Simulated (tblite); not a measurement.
# Geometry relaxation of C$_{6}$H$_{5}$F$_{3}$O (part 1 of 2)

- system: C$_{6}$H$_{5}$F$_{3}$O, SMILES C=C1C[C@H](F)C(=C(F)F)O1
- method: GFN2-xTB geometry optimisation, gas phase (tblite 0.8.0)

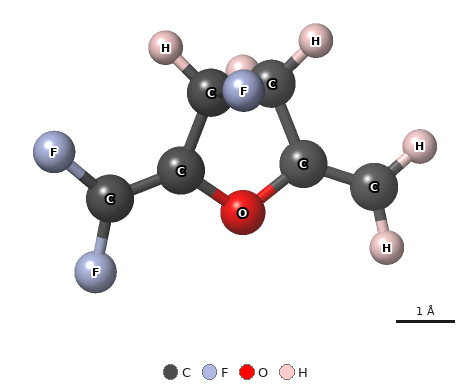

**Figure 1.** The starting structure (ball-and-stick view, seen at a tilt). Bond lengths as drawn: C–C 1.32 to 1.50 Å, C–F 1.34 to 1.39 Å, C–H 1.08 to 1.11 Å and C–O 1.38 to 1.40 Å.

### Key numbers

```csv
quantity,value
outcome,converged
total energy,−914.8783 eV
hardware,"1 CPU thread, shared host"
peak memory,0.18 GiB
```

### The input
```
{"job": {"kind": "relax", "xc": "GFN2-xTB", "basis": "xTB"}, "charge": 0, "multiplicity": 1}
C     -2.280700     0.741300    -0.822600
C     -1.120400     0.243600    -0.445700
C     -0.805700    -0.656700     0.711200
C      0.583900    -0.207900     1.062700
F      0.552400     0.956800     1.827200
C      1.148800     0.056400    -0.278300
C      2.410400    -0.056400    -0.697500
F      3.371200    -0.478000     0.182900
F      2.700600     0.244600    -1.975700
O      0.081900     0.482100    -1.079700
H     -3.197700     0.526400    -0.291100
H     -2.320300     1.379900    -1.688300
H     -0.754700    -1.687500     0.322000
H     -1.521300    -0.540700     1.543500
H      1.147400    -0.995900     1.607500
```

The first line tells a small driver script what to run in tblite; the rest is the geometry in Å.

Run as:
```bash
OMP_NUM_THREADS=1 python <driver script> task.json out
```

### Output
```
step      E/eV     max force
  0    -914.45872    1.746
  1    -914.59993    1.158
  2    -914.69058    0.707
  3    -914.74368    0.661
  4    -914.76057    0.418
  5    -914.76888    0.224
  6    -914.77844    0.247
  7    -914.78342    0.264
  8    -914.78609    0.171
  9    -914.78779    0.109
 10    -914.78980    0.131
 11    -914.79225    0.168
 12    -914.79552    0.176
 13    -914.79922    0.163
 14    -914.80289    0.154
 15    -914.80645    0.192
 16    -914.81016    0.181
 17    -914.81390    0.169
 18    -914.81730    0.145
 19    -914.82040    0.136
 20    -914.82384    0.161
 21    -914.82841    0.189
 22    -914.83435    0.211
 23    -914.84084    0.200
 24    -914.84679    0.202
 25    -914.85177    0.169
 26    -914.85564    0.165
 27    -914.85891    0.166
 28    -914.86193    0.214
 29    -914.86395    0.218
 30    -914.86678    0.135
 31    -914.86860    0.099
 32    -914.86971    0.106
 33    -914.87111    0.116
 34    -914.87259    0.120
 35    -914.87400    0.091
 36    -914.87493    0.074
 37    -914.87550    0.060
 38    -914.87591    0.052
 39    -914.87623    0.035
 40    -914.87641    0.027
 41    -914.87652    0.030
 42    -914.87662    0.030
 43    -914.87676    0.035
 44    -914.87692    0.033
 45    -914.87705    0.029
 46    -914.87713    0.029
 47    -914.87719    0.028
 48    -914.87732    0.027
 49    -914.87746    0.030
 50    -914.87758    0.028
 51    -914.87764    0.021
 52    -914.87768    0.019
 53    -914.87773    0.015
 54    -914.87778    0.015
 55    -914.87782    0.018
 56    -914.87785    0.020
 57    -914.87789    0.018
 58    -914.87795    0.021
 59    -914.87802    0.028
 60    -914.87809    0.028
 61    -914.87813    0.023
 62    -914.87817    0.015
 63    -914.87820    0.012
 64    -914.87822    0.011
 65    -914.87823    0.010
 66    -914.87825    0.010
 67    -914.87826    0.010
```

### Trajectory as extended XYZ (Å, eV, eV/Å), 32 of the 68 frames kept, from step=0 to step=67
```
15
Properties=species:S:1:pos:R:3:forces:R:3 step=0 energy=-914.45872
C    -2.2807    0.7413   -0.8226   -0.0580   0.1650  -0.2200
C    -1.1204    0.2436   -0.4457    0.3490  -0.1680   0.1890
C    -0.8057   -0.6567    0.7112   -1.0450  -0.1230   0.3660
C     0.5839   -0.2079    1.0627    0.6890  -0.8350   1.2780
F     0.5524    0.9568    1.8272    0.1340  -0.5310  -0.1840
C     1.1488    0.0564   -0.2783   -1.0430   0.7720  -0.9240
C     2.4104   -0.0564   -0.6975   -0.5500   0.0980   0.3070
F     3.3712   -0.4780    0.1829   -0.5810   0.5370  -1.5570
F     2.7006    0.2446   -1.9757    0.8070  -0.4460   0.9770
O     0.0819    0.4821   -1.0797    1.0340  -0.0270  -0.2440
H    -3.1977    0.5264   -0.2911    0.3290   0.0120  -0.1620
H    -2.3203    1.3799   -1.6883   -0.1390  -0.0120   0.0570
H    -0.7547   -1.6875    0.3220   -0.1800   0.1910   0.4170
H    -1.5213   -0.5407    1.5435    0.3410  -0.2690  -0.3880
H     1.1474   -0.9959    1.6075   -0.0870   0.6370   0.0890
15
Properties=species:S:1:pos:R:3:forces:R:3 step=2 energy=-914.69058
C    -2.2712    0.7429   -0.8275   -0.0340   0.1010  -0.1350
C    -1.1135    0.2430   -0.4445    0.4180  -0.0490  -0.0460
C    -0.8264   -0.6602    0.7201    0.3890   0.1050  -0.1480
C     0.5936   -0.2288    1.0889   -0.4080   0.0910  -0.5170
F     0.5587    0.9370    1.8234    0.1250  -0.1900   0.1770
C     1.1219    0.0777   -0.2966   -0.3040  -0.0410   0.6370
C     2.3792   -0.0503   -0.6878   -0.2400   0.1730  -0.2770
F     3.3532   -0.4592    0.1274    0.0020   0.1460  -0.4820
F     2.7347    0.2283   -1.9426    0.5920  -0.1830   0.2760
O     0.1049    0.4831   -1.0907   -0.6070   0.1420  -0.2380
H    -3.1861    0.5265   -0.2966    0.2620  -0.0040  -0.1030
H    -2.3259    1.3811   -1.6884   -0.0670   0.0390  -0.0420
H    -0.7632   -1.6821    0.3386   -0.2200  -0.1110   0.2570
H    -1.5162   -0.5502    1.5360   -0.2890  -0.0940   0.2240
H     1.1520   -0.9808    1.6183    0.3830  -0.1250   0.4160
15
Properties=species:S:1:pos:R:3:forces:R:3 step=4 energy=-914.76057
C    -2.2599    0.7443   -0.8329   -0.2780   0.1660  -0.1700
C    -1.1050    0.2450   -0.4503    0.0850  -0.1320   0.0490
C    -0.8251   -0.6585    0.7214   -0.0190   0.0100  -0.0230
C     0.5861   -0.2389    1.0866    0.0000   0.0410  -0.0450
F     0.5666    0.9204    1.8309    0.0270  -0.0130   0.2540
C     1.1028    0.0872   -0.2868   -0.1430  -0.0040  -0.0350
C     2.3500   -0.0395   -0.6930    0.3590   0.0340  -0.2120
F     3.3469   -0.4452    0.0833    0.0850  -0.0320   0.1210
F     2.7763    0.2138   -1.9187    0.1710   0.0520  -0.2150
O     0.0919    0.4890   -1.1040   -0.2170   0.0190   0.1220
H    -3.1702    0.5259   -0.3030    0.1260  -0.0310  -0.0210
H    -2.3314    1.3842   -1.6915    0.0080   0.0230  -0.0450
H    -0.7773   -1.6855    0.3579   -0.1750  -0.1510   0.1300
H    -1.5246   -0.5586    1.5398   -0.1370   0.0060   0.0510
H     1.1684   -0.9757    1.6384    0.1080   0.0130   0.0420
15
Properties=species:S:1:pos:R:3:forces:R:3 step=6 energy=-914.77844
C    -2.2640    0.7495   -0.8402    0.0500  -0.0300  -0.0090
C    -1.1100    0.2417   -0.4516   -0.1610  -0.0440   0.0670
C    -0.8276   -0.6590    0.7225   -0.1470  -0.0810   0.0910
C     0.5860   -0.2388    1.0853    0.1130  -0.0020   0.1160
F     0.5695    0.9161    1.8474    0.0080  -0.1260   0.0590
C     1.1027    0.0877   -0.2909    0.0350   0.0590  -0.1710
C     2.3567   -0.0346   -0.7033    0.1190   0.0160  -0.0350
F     3.3515   -0.4449    0.0836   -0.0940   0.0490  -0.0340
F     2.7942    0.2149   -1.9288    0.0600   0.0230  -0.0250
O     0.0784    0.4915   -1.0998    0.2450  -0.0090   0.0300
H    -3.1624    0.5236   -0.3044   -0.0890  -0.0290   0.0210
H    -2.3321    1.3877   -1.6969   -0.0020   0.0640  -0.0930
H    -0.7907   -1.6949    0.3696   -0.1260  -0.0010   0.1300
H    -1.5337   -0.5595    1.5425    0.0020   0.0310  -0.0520
H     1.1770   -0.9731    1.6431   -0.0160   0.0790  -0.0960
15
Properties=species:S:1:pos:R:3:forces:R:3 step=9 energy=-914.78779
C    -2.2654    0.7514   -0.8467    0.0190  -0.0520   0.0240
C    -1.1165    0.2365   -0.4498    0.0590   0.0220  -0.0350
C    -0.8341   -0.6626    0.7283    0.0530   0.0390  -0.0040
C     0.5896   -0.2397    1.0865   -0.0210  -0.0270  -0.0690
F     0.5728    0.9024    1.8637   -0.0010  -0.0470  -0.0140
C     1.1069    0.0916   -0.2990    0.0080   0.0130   0.0740
C     2.3625   -0.0281   -0.7135   -0.0150   0.0140   0.0010
F     3.3493   -0.4403    0.0796   -0.0040   0.0220   0.0260
F     2.8147    0.2168   -1.9361   -0.0220   0.0310   0.0190
O     0.0794    0.4932   -1.0969   -0.0030  -0.0100  -0.0230
H    -3.1625    0.5205   -0.3060   -0.0600   0.0160  -0.0560
H    -2.3327    1.3935   -1.7058    0.0190  -0.0400   0.0430
H    -0.8111   -1.7025    0.3897   -0.0610  -0.0020   0.0740
H    -1.5421   -0.5569    1.5435    0.0080   0.0850   0.0270
H     1.1847   -0.9678    1.6406    0.0220  -0.0630  -0.0860
15
Properties=species:S:1:pos:R:3:forces:R:3 step=11 energy=-914.79225
C    -2.2644    0.7460   -0.8464   -0.0830   0.0290  -0.0370
C    -1.1134    0.2357   -0.4509    0.0640  -0.0340  -0.0010
C    -0.8337   -0.6613    0.7314   -0.0010   0.0450  -0.0580
C     0.5910   -0.2431    1.0825   -0.0250  -0.0260  -0.0260
F     0.5737    0.8912    1.8672    0.0180   0.0390   0.0340
C     1.1106    0.0954   -0.2977   -0.0540  -0.0020  -0.0050
C     2.3641   -0.0247   -0.7159   -0.0140   0.0080   0.0390
F     3.3463   -0.4357    0.0810    0.0870  -0.0020   0.0520
F     2.8180    0.2214   -1.9364   -0.0170   0.0390  -0.0030
O     0.0851    0.4922   -1.0979   -0.1650   0.0220  -0.0230
H    -3.1712    0.5208   -0.3121    0.0870   0.0080  -0.0830
H    -2.3306    1.3918   -1.7053    0.0260  -0.0780   0.0750
H    -0.8255   -1.7042    0.4054   -0.0340  -0.0200   0.0290
H    -1.5427   -0.5459    1.5453    0.0420   0.1110   0.0300
H     1.1883   -0.9717    1.6279    0.0660  -0.1400  -0.0220
15
Properties=species:S:1:pos:R:3:forces:R:3 step=13 energy=-914.79922
C    -2.2643    0.7367   -0.8480   -0.0460   0.0570  -0.0570
C    -1.1098    0.2322   -0.4536   -0.0800  -0.0790   0.0400
C    -0.8353   -0.6572    0.7348   -0.0670  -0.0290  -0.0060
C     0.5937   -0.2518    1.0753    0.0320  -0.0220   0.0730
F     0.5778    0.8708    1.8783    0.0660   0.0310   0.0300
C     1.1132    0.1030   -0.2989   -0.0800  -0.0250  -0.1180
C     2.3673   -0.0169   -0.7182   -0.0190   0.0070   0.0810
F     3.3463   -0.4260    0.0860    0.0700   0.0160  -0.0030
F     2.8255    0.2332   -1.9369   -0.0300   0.0310   0.0510
O     0.0852    0.4924   -1.1012   -0.1180   0.0350  -0.0030
H    -3.1812    0.5208   -0.3292    0.1230  -0.0500  -0.0100
H    -2.3249    1.3847   -1.7018    0.0260  -0.0100  -0.0460
H    -0.8576   -1.7095    0.4394    0.0110   0.0160  -0.0400
H    -1.5406   -0.5156    1.5506    0.0970   0.1310   0.0060
H     1.2004   -0.9886    1.6016    0.0150  -0.1110   0.0020
15
Properties=species:S:1:pos:R:3:forces:R:3 step=15 energy=-914.80645
C    -2.2650    0.7297   -0.8530    0.0390   0.0190  -0.0390
C    -1.1121    0.2243   -0.4552   -0.1260  -0.0310   0.0080
C    -0.8392   -0.6546    0.7385   -0.0140  -0.0370   0.0800
C     0.5977   -0.2627    1.0706    0.0340  -0.0240   0.0270
F     0.5875    0.8505    1.8910    0.1130  -0.0670  -0.0190
C     1.1099    0.1085   -0.3051   -0.0220  -0.0660  -0.0280
C     2.3686   -0.0079   -0.7155   -0.0330   0.0250   0.0340
F     3.3503   -0.4142    0.0903   -0.0420   0.0450  -0.0460
F     2.8308    0.2476   -1.9326   -0.0300   0.0290   0.0720
O     0.0773    0.4946   -1.1048    0.0450  -0.0150   0.0470
H    -3.1845    0.5168   -0.3472   -0.0010  -0.0950   0.0890
H    -2.3170    1.3771   -1.7026    0.0190   0.0740  -0.1760
H    -0.8902   -1.7134    0.4719    0.0290   0.0410  -0.0650
H    -1.5318   -0.4742    1.5575    0.0730   0.0900   0.0230
H     1.2134   -1.0140    1.5741   -0.0870   0.0110  -0.0080
15
Properties=species:S:1:pos:R:3:forces:R:3 step=17 energy=-914.81390
C    -2.2665    0.7262   -0.8618    0.0190  -0.0200  -0.0270
C    -1.1196    0.2141   -0.4560    0.0050   0.0770  -0.0410
C    -0.8429   -0.6530    0.7458    0.0230   0.0490   0.0390
C     0.6023   -0.2749    1.0668   -0.0360  -0.0310  -0.0610
F     0.6061    0.8285    1.9007    0.1310  -0.1020  -0.0290
C     1.1033    0.1074   -0.3110    0.0400  -0.0750   0.1150
C     2.3664    0.0022   -0.7092   -0.0170   0.0370  -0.0530
F     3.3526   -0.4004    0.0923   -0.0970   0.0350  -0.0040
F     2.8316    0.2642   -1.9229   -0.0060   0.0540  -0.0100
O     0.0690    0.4954   -1.1049    0.0920  -0.0730   0.0500
H    -3.1849    0.5061   -0.3584   -0.0540  -0.0540   0.0600
H    -2.3077    1.3734   -1.7145   -0.0020   0.0200  -0.1070
H    -0.9166   -1.7137    0.4953    0.0100   0.0420  -0.0170
H    -1.5168   -0.4275    1.5669    0.0000  -0.0080   0.0670
H     1.2192   -1.0400    1.5490   -0.1090   0.0500   0.0180
15
Properties=species:S:1:pos:R:3:forces:R:3 step=19 energy=-914.82040
C    -2.2689    0.7221   -0.8727   -0.0250  -0.0280  -0.0260
C    -1.1248    0.2093   -0.4581    0.0910   0.1010  -0.0050
C    -0.8469   -0.6478    0.7545   -0.0360   0.1020  -0.0430
C     0.6046   -0.2888    1.0606   -0.0540  -0.0280  -0.0110
F     0.6330    0.8015    1.9085    0.1120  -0.0250   0.0160
C     1.1001    0.1017   -0.3109    0.0250  -0.0310   0.0400
C     2.3637    0.0141   -0.7065    0.0190   0.0210  -0.0600
F     3.3489   -0.3852    0.0950   -0.0260   0.0010   0.0470
F     2.8316    0.2843   -1.9156    0.0070   0.0780  -0.0790
O     0.0672    0.4912   -1.1021    0.0040  -0.0530  -0.0270
H    -3.1879    0.4929   -0.3662    0.0310   0.0250  -0.0490
H    -2.2993    1.3697   -1.7316   -0.0440  -0.0960   0.0410
H    -0.9411   -1.7105    0.5169   -0.0190   0.0770   0.0340
H    -1.5022   -0.3842    1.5800   -0.0290  -0.0920   0.0480
H     1.2174   -1.0624    1.5264   -0.0570  -0.0530   0.0740
15
Properties=species:S:1:pos:R:3:forces:R:3 step=22 energy=-914.83435
C    -2.2722    0.7045   -0.8999    0.0370  -0.0130   0.0210
C    -1.1255    0.2157   -0.4620   -0.0290  -0.0420   0.0970
C    -0.8635   -0.6187    0.7711    0.0120   0.0310   0.0670
C     0.6055   -0.3251    1.0493    0.1210   0.0410   0.1220
F     0.7137    0.7336    1.9309    0.0180   0.0560   0.0370
C     1.0981    0.0863   -0.3115   -0.0160   0.0380  -0.2070
C     2.3626    0.0448   -0.7103    0.0340  -0.0280   0.0590
F     3.3365   -0.3493    0.1070    0.1290  -0.0150  -0.0310
F     2.8343    0.3450   -1.9114   -0.0090   0.0510   0.0320
O     0.0678    0.4739   -1.1037   -0.0650   0.0500  -0.0960
H    -3.1915    0.4691   -0.3946    0.0530   0.0810  -0.0810
H    -2.2906    1.3435   -1.7647   -0.1060  -0.1110   0.0110
H    -1.0057   -1.6861    0.5760   -0.0630   0.1350   0.0050
H    -1.4759   -0.3035    1.6154   -0.0560  -0.0990  -0.0810
H     1.2019   -1.1257    1.4865   -0.0600  -0.1750   0.0480
15
Properties=species:S:1:pos:R:3:forces:R:3 step=24 energy=-914.84679
C    -2.2717    0.6860   -0.9228    0.0610   0.0020   0.0620
C    -1.1252    0.2232   -0.4596   -0.0960  -0.0840   0.0560
C    -0.8747   -0.5854    0.7905    0.1500  -0.0350   0.1300
C     0.6127   -0.3559    1.0455    0.1380   0.0540   0.0250
F     0.7941    0.6754    1.9506   -0.0310  -0.0190  -0.0300
C     1.0943    0.0718   -0.3218    0.0280   0.0180  -0.0560
C     2.3633    0.0708   -0.7099    0.0210  -0.0230   0.0660
F     3.3339   -0.3174    0.1156    0.1380  -0.0010  -0.1270
F     2.8330    0.4069   -1.9042    0.0110   0.0030   0.1260
O     0.0637    0.4591   -1.1127    0.0000   0.0350   0.0340
H    -3.1908    0.4539   -0.4262   -0.0880   0.0590   0.0360
H    -2.2924    1.3076   -1.7948   -0.0780  -0.0470  -0.1340
H    -1.0661   -1.6487    0.6268   -0.0550   0.0710  -0.0340
H    -1.4562   -0.2404    1.6440   -0.0900  -0.0030  -0.0940
H     1.1777   -1.1989    1.4570   -0.1080  -0.0290  -0.0600
15
Properties=species:S:1:pos:R:3:forces:R:3 step=26 energy=-914.85564
C    -2.2706    0.6751   -0.9333   -0.0400   0.0170   0.0300
C    -1.1270    0.2223   -0.4542   -0.0170  -0.0030  -0.0220
C    -0.8728   -0.5661    0.8085    0.0250  -0.0180  -0.0010
C     0.6242   -0.3722    1.0438   -0.0510  -0.0130  -0.0660
F     0.8415    0.6392    1.9606    0.0020  -0.0460  -0.0330
C     1.0932    0.0642   -0.3299    0.0500  -0.0170   0.1560
C     2.3653    0.0853   -0.7050    0.0260   0.0090   0.0020
F     3.3426   -0.2983    0.1138    0.0890  -0.0120  -0.1010
F     2.8321    0.4461   -1.8921    0.0510   0.0100   0.0450
O     0.0596    0.4521   -1.1164    0.0400  -0.0150   0.1250
H    -3.1954    0.4497   -0.4451   -0.0920   0.0480   0.0850
H    -2.2982    1.2795   -1.8190   -0.0090  -0.0810  -0.0910
H    -1.1067   -1.6208    0.6567    0.0110  -0.0150  -0.0150
H    -1.4491   -0.2003    1.6557   -0.0390   0.0540  -0.0380
H     1.1568   -1.2479    1.4341   -0.0470   0.0820  -0.0760
15
Properties=species:S:1:pos:R:3:forces:R:3 step=28 energy=-914.86193
C    -2.2735    0.6676   -0.9393   -0.0700  -0.0040  -0.0180
C    -1.1300    0.2204   -0.4506    0.0250   0.0630  -0.0390
C    -0.8717   -0.5528    0.8227   -0.1310   0.0770  -0.1510
C     0.6298   -0.3861    1.0397   -0.1590  -0.0440   0.0060
F     0.8785    0.6065    1.9652    0.0150  -0.0150   0.0410
C     1.0968    0.0577   -0.3269    0.0050   0.0060   0.0690
C     2.3690    0.0971   -0.6993    0.0400   0.0160  -0.0100
F     3.3569   -0.2842    0.1056    0.0630  -0.0400  -0.0200
F     2.8336    0.4785   -1.8790    0.0400   0.0400  -0.0590
O     0.0603    0.4460   -1.1104    0.0100   0.0050   0.0470
H    -3.2060    0.4504   -0.4542    0.0350   0.0570   0.0520
H    -2.3029    1.2500   -1.8441    0.0250  -0.1300   0.0370
H    -1.1377   -1.5986    0.6796    0.0370  -0.1100   0.0170
H    -1.4442   -0.1631    1.6606    0.0070   0.0620   0.0300
H     1.1369   -1.2815    1.4084    0.0590   0.0150  -0.0010
15
Properties=species:S:1:pos:R:3:forces:R:3 step=30 energy=-914.86678
C    -2.2775    0.6585   -0.9474   -0.0190  -0.0290  -0.0200
C    -1.1325    0.2209   -0.4509    0.0130   0.0380  -0.0090
C    -0.8792   -0.5393    0.8303   -0.1220   0.0140  -0.0570
C     0.6280   -0.4028    1.0358   -0.0710  -0.0130   0.0570
F     0.9124    0.5705    1.9736   -0.0390  -0.0490   0.0440
C     1.0997    0.0537   -0.3228   -0.0120   0.0270  -0.0510
C     2.3726    0.1107   -0.6964    0.0170   0.0060   0.0130
F     3.3672   -0.2702    0.1007    0.0320  -0.0460   0.0030
F     2.8380    0.5100   -1.8709   -0.0220   0.0360  -0.0370
O     0.0613    0.4409   -1.1053   -0.0070   0.0490  -0.0490
H    -3.2139    0.4497   -0.4636    0.0880   0.0500   0.0410
H    -2.3022    1.2222   -1.8634    0.0120  -0.0960   0.0300
H    -1.1695   -1.5850    0.7093    0.0510   0.0100   0.0270
H    -1.4356   -0.1201    1.6683    0.0460   0.0150  -0.0250
H     1.1267   -1.3118    1.3808    0.0320  -0.0120   0.0360
15
Properties=species:S:1:pos:R:3:forces:R:3 step=32 energy=-914.86971
C    -2.2793    0.6521   -0.9514    0.0340  -0.0250  -0.0140
C    -1.1325    0.2246   -0.4516    0.0120  -0.0080  -0.0080
C    -0.8868   -0.5306    0.8313    0.0580   0.0000   0.0210
C     0.6231   -0.4114    1.0363    0.0500   0.0030  -0.0400
F     0.9273    0.5503    1.9782   -0.0710  -0.0280   0.0730
C     1.1009    0.0524   -0.3214   -0.0200   0.0100  -0.0400
C     2.3751    0.1172   -0.6939   -0.0010   0.0030   0.0050
F     3.3753   -0.2668    0.0963   -0.0290  -0.0310  -0.0120
F     2.8375    0.5279   -1.8672   -0.0500   0.0190   0.0090
O     0.0622    0.4408   -1.1050    0.0160   0.0430  -0.0370
H    -3.2137    0.4538   -0.4639    0.0350   0.0160   0.0690
H    -2.3030    1.2007   -1.8729   -0.0030  -0.0180  -0.0600
H    -1.1801   -1.5754    0.7224   -0.0040  -0.0120   0.0010
H    -1.4301   -0.1006    1.6700   -0.0100   0.0320   0.0070
H     1.1198   -1.3268    1.3708   -0.0160  -0.0050   0.0260
```
